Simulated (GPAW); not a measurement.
## An In chain with a Cl atom bridging one bond: transmission at several levels

Aim: T(E), conductance and thermopower of an In chain with a Cl atom bridging one bond, and what cheaper settings cost in accuracy.

Main program and level: GPAW 26.7.0; GPAW LCAO, PAW setups; Landauer transmission from Green's functions with principal layers (ASE), zero bias.

## Step 1: Starting point

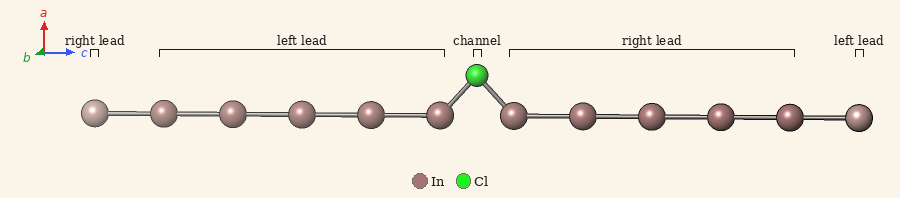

The cell as given, from the side, with the c axis across the page (indium brown, chlorine green). Some periodic images of atoms are drawn too.

The cell holds 11 atoms: 10 In and 1 Cl. Cell: a = 9.000 Å, b = 9.000 Å, c = 29.700 Å, α = 90.0°, β = 90.0°, γ = 90.0°. Regions: left lead, 5 atoms (5 In); channel, 1 atom (1 Cl); right lead, 5 atoms (5 In). Vacuum lies along a and b. The structure is stacked along c, and the current runs across the ab planes.

Structure file:

```cif
data_structure
_symmetry_space_group_name_H-M 'P 1'
_symmetry_Int_Tables_number 1
_cell_length_a 9.0000
_cell_length_b 9.0000
_cell_length_c 29.7000
_cell_angle_alpha 90.000
_cell_angle_beta 90.000
_cell_angle_gamma 90.000
_cell_volume 2405.70
loop_
_atom_site_label
_atom_site_type_symbol
_atom_site_fract_x
_atom_site_fract_y
_atom_site_fract_z
_atom_site_occupancy
In1 In 0.50000 0.50000 0.04966 1
In2 In 0.50000 0.50000 0.14899 1
In3 In 0.50000 0.50000 0.24832 1
In4 In 0.50000 0.50000 0.34764 1
In5 In 0.50000 0.50000 0.44697 1
Cl6 Cl 0.68939 0.50000 0.50000 1
In7 In 0.50000 0.50000 0.55303 1
In8 In 0.50000 0.50000 0.65236 1
In9 In 0.50000 0.50000 0.75168 1
In10 In 0.50000 0.50000 0.85101 1
In11 In 0.50000 0.50000 0.95034 1
```

## Step 2: GPAW, dzp

Localised orbitals split the wire into layers that couple to their neighbours alone, which is what the Green's function method needs; double zeta with polarisation is the usual level for numbers.

run.py

```python
import json
import numpy as np
from ase import Atoms
from ase.transport.calculators import TransportCalculator
from gpaw import GPAW, FermiDirac
from gpaw.lcao.tools import get_lcao_hamiltonian
from scipy.linalg import eigh

# The junction with lead layers at both ends, along the third cell vector
device = Atoms(
    ['In', 'In', 'In', 'In', 'In', 'Cl', 'In', 'In', 'In', 'In', 'In'],
    positions=[
        [4.50000, 4.50000, 1.47500],
        [4.50000, 4.50000, 4.42500],
        [4.50000, 4.50000, 7.37500],
        [4.50000, 4.50000, 10.32500],
        [4.50000, 4.50000, 13.27500],
        [6.20455, 4.50000, 14.85000],
        [4.50000, 4.50000, 16.42500],
        [4.50000, 4.50000, 19.37500],
        [4.50000, 4.50000, 22.32500],
        [4.50000, 4.50000, 25.27500],
        [4.50000, 4.50000, 28.22500]],
    cell=[[9.0, 0.0, 0.0], [0.0, 9.0, 0.0], [0.0, 0.0, 29.7]],
    pbc=True)

# One principal layer of the lead: the first 3 atoms of the device
lead = Atoms(
    ['In', 'In', 'In'],
    positions=[
        [4.50000, 4.50000, 1.47500],
        [4.50000, 4.50000, 4.42500],
        [4.50000, 4.50000, 7.37500]],
    cell=[[9.0, 0.0, 0.0], [0.0, 9.0, 0.0], [0.0, 0.0, 8.85]],
    pbc=True)

settings = dict(mode='lcao', basis='dzp', xc='PBE', h=0.2,
                occupations=FermiDirac(0.1), maxiter=250,
                mixer=dict(beta=0.1, nmaxold=8, weight=100.0),
                convergence=dict(density=0.0001))
energies = np.arange(-3, 3 + 1e-9, 0.075)
eta = 0.0001
n1, n2 = 1, 1
# k and -k transmit alike, so half of the mesh across the current serves
mesh = [(i, j) for i in range(n1) for j in range(n2) if (i, j) <= (-i % n1, -j % n2)]
weights = np.array([1 if (i, j) == (-i % n1, -j % n2) else 2 for i, j in mesh]) / (n1 * n2)

# [... helper functions left out ...]
fermi_lead = ground_state(lead, (1, 1, 13), 'lead.txt')
fermi_device = ground_state(device, (1, 1, 3), 'device.txt')
# [... loop over the mesh left out, but for ...]
        # Shift the lead onto the potential of the device's first layer
        shift = ((H[:, 0, 0] - H0[:, 0, 0]) / S0[0, 0]).real.mean()
# [...]
kT = 8.617333e-5 * 300
bias = [0.1, 0.2, 0.5, 1.0, 1.5, 2.0]
# [... integrals and printing left out ...]
```

Run with:

```bash
OMP_NUM_THREADS=1 OPENBLAS_NUM_THREADS=1 python run.py
```

What it wrote:

```text
basis functions: device 243, principal layer 69
Fermi level: lead -2.2014 eV, device -2.0753 eV; lead shifted by -0.0006 eV
largest coupling past the next layer 1.88e-06 eV, largest misfit of the first layer 0.050 eV
  E-E_F (eV)   T (one spin)  [channel counts left out]
    -3.000    1.4199e-01
    -2.925    1.5781e-01
    -2.850    1.7656e-01
    -2.775    1.9892e-01
    -2.700    2.2575e-01
    -2.625    2.5821e-01
    -2.550    2.9786e-01
    -2.475    3.4689e-01
    -2.400    4.0837e-01
    -2.325    4.8682e-01
    -2.250    5.8877e-01
    -2.175    7.2287e-01
    -2.100    8.9178e-01
    -2.025    9.8829e-01
    -1.950    7.7617e-06
    -1.875    8.3511e-07
[...]
2.475    1.7171e+00
     2.550    1.7071e+00
     2.625    1.6954e+00
     2.700    1.6815e+00
     2.775    1.6645e+00
     2.850    1.6432e+00
     2.925    1.6155e+00
     3.000    1.5787e+00
conductance at 300 K: 1.15 G0 a cell; thermopower -2.248 uV/K
current from the zero-bias T(E) at 0.1 V: 8.8945 uA
current from the zero-bias T(E) at 0.2 V: 17.695 uA
current from the zero-bias T(E) at 0.5 V: 43.272 uA
current from the zero-bias T(E) at 1.0 V: 85.467 uA
current from the zero-bias T(E) at 1.5 V: 127.03 uA
current from the zero-bias T(E) at 2.0 V: 166.27 uA
```

Wall time 45 s (1 thread of Arm Neoverse V1, shared host); peak memory 1 GiB.

This step gave:

| Property | Result |
| --- | --- |
| conductance | 1.150 G₀ |
| largest coupling past the next principal layer | 1.88e-6 eV |
| largest misfit of the first principal layer | 0.05034 eV |
| shift that aligns the lead | -5.73e-4 eV |
| basis functions of the junction | 243 |
| basis functions of a principal layer | 69 |
| transmission at the Fermi level (one spin) | 1.158 |

One spin. Transmission, zone mean against energy, zero at the Fermi level:

```csv
energy (eV),"transmission, zone mean"
-3.000,0.142
-2.475,0.347
-2.025,0.988
-1.500,3.4e-9
-0.975,0.508
-0.525,0.936
0.000,1.16
0.525,1.24
0.975,1.45
1.500,1.67
2.025,1.75
2.475,1.72
3.000,1.58
```

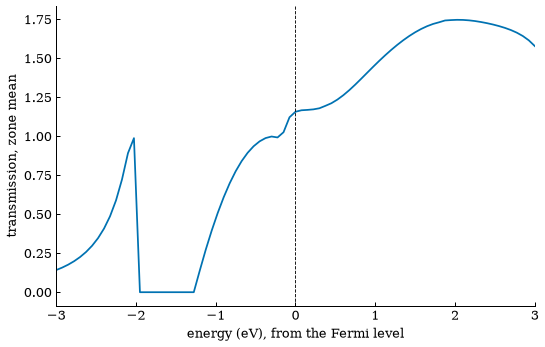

Transmission, zone mean, plotted against energy.

Not self-consistent under bias; the bias window is split evenly. Current through one cell, from the zero-bias transmission against bias:

```csv
bias (V),"current through one cell, from the zero-bias transmission (μA)"
0.100,8.89
0.200,17.7
0.500,43.3
1.000,85.5
1.500,127
2.000,166
```

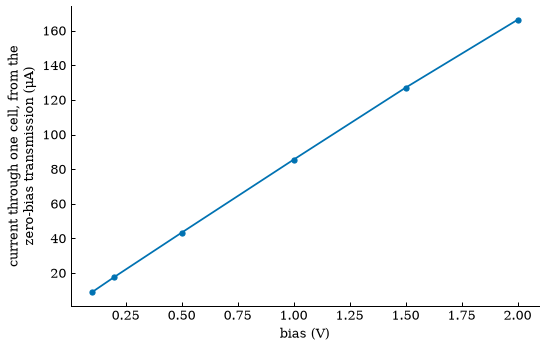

Current through one cell, from the zero-bias transmission, plotted against bias.

The transmission of the three most open eigenchannels by energy, zero at the Fermi level:

```csv
energy (eV),channel 1,channel 2,channel 3
-3.0000,0.142,0,0
-2.7750,0.199,0,0
-2.4750,0.347,0,0
-2.2500,0.589,0,0
-2.0250,0.988,0,0
-1.7250,9.8e-9,0,0
-1.5000,3.4e-9,0,0
-1.2750,9.6e-7,0,0
-0.9750,0.508,0,0
-0.7500,0.776,0,0
-0.5250,0.936,0,0
-0.2250,0.993,6.9e-11,4.4e-11
0.0000,0.998,0.116,0.0431
0.2250,0.991,0.125,0.0575
0.5250,0.988,0.185,0.0620
0.7500,0.989,0.275,0.0679
0.9750,0.990,0.380,0.0761
1.2750,0.993,0.504,0.0890
1.5000,0.995,0.573,0.0994
1.7250,0.996,0.613,0.111
2.0250,0.998,0.619,0.130
2.2500,0.996,0.593,0.150
2.4750,0.999,0.549,0.169
2.7750,0.998,0.467,0.200
3.0000,0.988,0.371,0.220
```

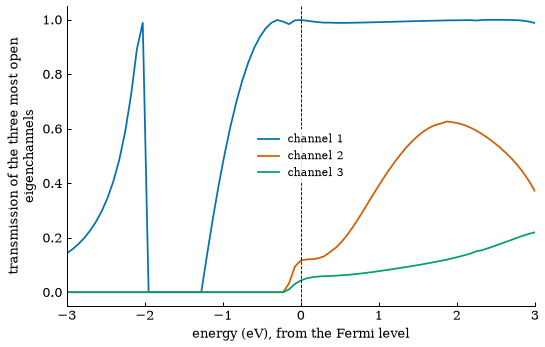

Transmission of the three most open eigenchannels against energy.

Couplings past the next layer reach 1.9e-6 eV, small enough to drop; the matrix elements of the cell's first layer differ from the bulk lead's by up to 0.050 eV. That layer keeps its own values in the calculation, and only beyond it is the lead taken as perfect. The Fermi levels of lead and junction count from different zeros of potential, one for each periodic cell; with both set to zero, the small remaining shift is what aligns them. By hand: G = 1.150 × 77.48 μS = 89.1 μS, a resistance of 11.2 kΩ; at 0.1 V a linear junction would pass 8.91 μA, and the integral over the bias window gives 8.89 μA.

## Step 3: Single-zeta polarised basis

The second zeta is dropped, the polarisation orbitals stay.

run.py, as its differences from that of step 2:

```diff
@@ -36,3 +36,3 @@
 
-settings = dict(mode='lcao', basis='dzp', xc='PBE', h=0.2,
+settings = dict(mode='lcao', basis='szp(dzp)', xc='PBE', h=0.2,
                 occupations=FermiDirac(0.1), maxiter=250,
```

What it wrote:

```text
basis functions: device 149, principal layer 42
Fermi level: lead -2.3506 eV, device -2.2075 eV; lead shifted by 0.0006 eV
largest coupling past the next layer 1.86e-06 eV, largest misfit of the first layer 0.058 eV
  E-E_F (eV)   T (one spin)  [channel counts left out]
    -3.000    8.7563e-02
    -2.925    9.9414e-02
    -2.850    1.1397e-01
    -2.775    1.3203e-01
    -2.700    1.5470e-01
    -2.625    1.8362e-01
    -2.550    2.2125e-01
    -2.475    2.7151e-01
    -2.400    3.4101e-01
    -2.325    4.4171e-01
    -2.250    5.9686e-01
    -2.175    8.4669e-01
    -2.100    5.3354e-01
    -2.025    1.0925e-05
    -1.950    1.5033e-07
    -1.875    1.5001e-08
[...]
2.475    1.6323e+00
     2.550    1.6195e+00
     2.625    1.6048e+00
     2.700    1.5876e+00
     2.775    1.5671e+00
     2.850    1.5421e+00
     2.925    1.5108e+00
     3.000    1.4707e+00
conductance at 300 K: 1.0995 G0 a cell; thermopower -1.929 uV/K
current from the zero-bias T(E) at 0.1 V: 8.5074 uA
current from the zero-bias T(E) at 0.2 V: 16.948 uA
current from the zero-bias T(E) at 0.5 V: 41.744 uA
current from the zero-bias T(E) at 1.0 V: 82.646 uA
current from the zero-bias T(E) at 1.5 V: 121.61 uA
current from the zero-bias T(E) at 2.0 V: 156.81 uA
```

The job ended after 37 s (1 thread; peak memory 1 GiB).

Numbers from this step:

```
conductance                                    : 1.099 G₀
largest coupling past the next principal layer : 1.86e-6 eV
largest misfit of the first principal layer    : 0.05803 eV
shift that aligns the lead                     : 6.05e-4 eV
basis functions of the junction                : 149
basis functions of a principal layer           : 42
transmission at the Fermi level (one spin)     : 1.105
```

One spin. The transmission, zone mean by energy, zero at the Fermi level:

```csv
energy (eV),"transmission, zone mean"
-3.0000,0.0876
-2.7750,0.132
-2.4750,0.272
-2.2500,0.597
-2.1750,0.847
-2.0250,1.1e-5
-1.7250,2.1e-9
-1.5000,1.3e-9
-1.2750,2.0e-8
-0.9750,0.359
-0.7500,0.668
-0.5250,0.895
-0.2250,0.994
0.0000,1.10
0.2250,1.12
0.5250,1.18
0.7500,1.26
0.9750,1.37
1.2750,1.51
1.5000,1.59
1.7250,1.65
2.0250,1.67
2.2500,1.66
2.4750,1.63
2.7750,1.57
3.0000,1.47
```

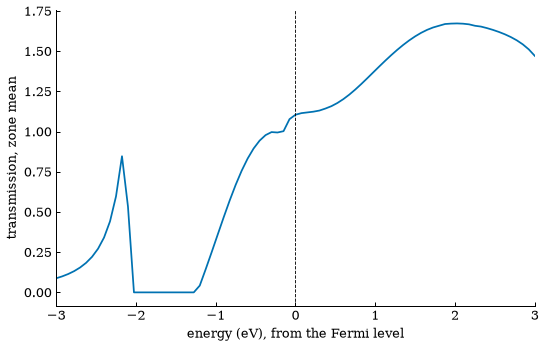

Transmission, zone mean against energy.

Not self-consistent under bias; the bias window is split evenly. Current through one cell, from the zero-bias transmission against bias:

```csv
bias (V),"current through one cell, from the zero-bias transmission (μA)"
0.100,8.51
0.200,16.9
0.500,41.7
1.000,82.6
1.500,122
2.000,157
```

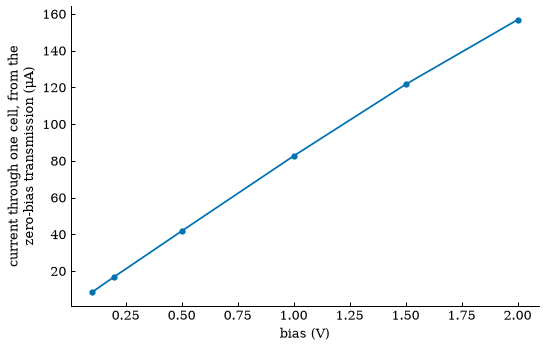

Current through one cell, from the zero-bias transmission, plotted against bias.

Table of transmission of the three most open eigenchannels by energy, zero at the Fermi level:

```csv
energy (eV),channel 1,channel 2,channel 3
-3.000,0.0876,0,0
-2.475,0.272,0,0
-2.025,1.1e-5,0,0
-1.500,1.3e-9,0,0
-0.975,0.359,0,0
-0.525,0.895,0,0
0.000,0.998,0.0625,0.0440
0.525,0.987,0.129,0.0619
0.975,0.991,0.305,0.0725
1.500,0.996,0.506,0.0895
2.025,0.999,0.563,0.110
2.475,0.999,0.499,0.135
3.000,0.984,0.331,0.156
```

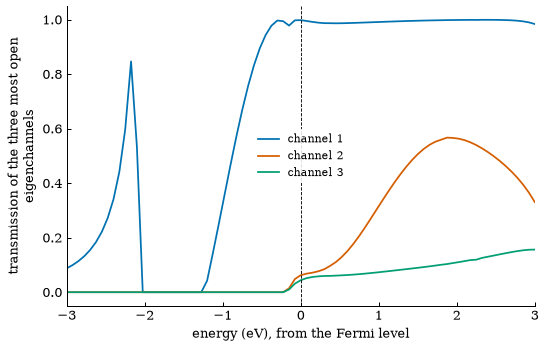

Transmission of the three most open eigenchannels against energy.

The conductance, 1.10 G₀, lies 4.4 % below that of the dzp run.

## Step 4: GPAW, sz: basis = "sz(dzp)"

One function for each valence shell of the setup, as for a first survey of a large system.

run.py, as its differences from that of step 3:

```diff
@@ -36,3 +36,3 @@
 
-settings = dict(mode='lcao', basis='szp(dzp)', xc='PBE', h=0.2,
+settings = dict(mode='lcao', basis='sz(dzp)', xc='PBE', h=0.2,
                 occupations=FermiDirac(0.1), maxiter=250,
```

What it wrote:

```text
basis functions: device 94, principal layer 27
Fermi level: lead -2.2681 eV, device -2.1372 eV; lead shifted by -0.0078 eV
largest coupling past the next layer 1.93e-06 eV, largest misfit of the first layer 0.068 eV
  E-E_F (eV)   T (one spin)  [channel counts left out]
    -3.000    9.6905e-02
    -2.925    1.0796e-01
    -2.850    1.2108e-01
[...]
2.925    1.5508e+00
     3.000    1.5220e+00
conductance at 300 K: 1.1447 G0 a cell; thermopower -1.678 uV/K
current from the zero-bias T(E) at 0.1 V: 8.855 uA
current from the zero-bias T(E) at 0.2 V: 17.628 uA
current from the zero-bias T(E) at 0.5 V: 43.136 uA
current from the zero-bias T(E) at 1.0 V: 85.168 uA
current from the zero-bias T(E) at 1.5 V: 126.55 uA
current from the zero-bias T(E) at 2.0 V: 165.29 uA
```

Elapsed: 24 s, on 1 thread; peak memory 0.93 GiB.

Numbers from this step:

```yaml
conductance: 1.145 G₀
largest_coupling_past_the_next_principal_layer: 1.93e-6 eV
largest_misfit_of_the_first_principal_layer: 0.06827 eV
shift_that_aligns_the_lead: -0.007821 eV
basis_functions_of_the_junction: 94
basis_functions_of_a_principal_layer: 27
transmission_at_the_fermi_level_one_spin: 1.151
```

The conductance, 1.14 G₀, lies 0.5 % below that of the dzp run.

## Step 5: LDA in the dzp basis: xc = "LDA"

Back in the dzp basis, the functional changes from PBE to LDA, to set the spread between functionals beside that between bases.

run.py, as its differences from that of step 4:

```diff
@@ -36,3 +36,3 @@
 
-settings = dict(mode='lcao', basis='sz(dzp)', xc='PBE', h=0.2,
+settings = dict(mode='lcao', basis='dzp', xc='LDA', h=0.2,
                 occupations=FermiDirac(0.1), maxiter=250,
```

What it wrote:

```text
basis functions: device 243, principal layer 69
Fermi level: lead -2.4627 eV, device -2.3380 eV; lead shifted by 0.0031 eV
largest coupling past the next layer 1.90e-06 eV, largest misfit of the first layer 0.047 eV
  E-E_F (eV)   T (one spin)  [channel counts left out]
    -3.000    1.3576e-01
    -2.925    1.5217e-01
    -2.850    1.7207e-01
[...]
2.925    1.5692e+00
     3.000    1.5250e+00
conductance at 300 K: 1.1443 G0 a cell; thermopower -2.511 uV/K
current from the zero-bias T(E) at 0.1 V: 8.8511 uA
current from the zero-bias T(E) at 0.2 V: 17.613 uA
current from the zero-bias T(E) at 0.5 V: 43.14 uA
current from the zero-bias T(E) at 1.0 V: 85.186 uA
current from the zero-bias T(E) at 1.5 V: 126.14 uA
current from the zero-bias T(E) at 2.0 V: 164.32 uA
```

The job ended after 39 s (1 thread; peak memory 1 GiB).

This step gave:

| Item | Value |
| --- | --- |
| conductance | 1.144 G₀ |
| largest coupling past the next principal layer | 1.90e-6 eV |
| largest misfit of the first principal layer | 0.04667 eV |
| shift that aligns the lead | 0.003127 eV |
| basis functions of the junction | 243 |
| basis functions of a principal layer | 69 |

The conductance, 1.14 G₀, lies 0.5 % below that of the dzp run.

(Part 1 of 2 ends here.)

[Logs are printed without paths, hosts, clocks, repeated set-up lines and the standing remarks that a program may print on its own settings, such as how far it seeks lower states.]

[Hosts, paths, dates, database ids (printed as entryN), source tags and the programs' standing remarks are cut or masked in the printed files.]
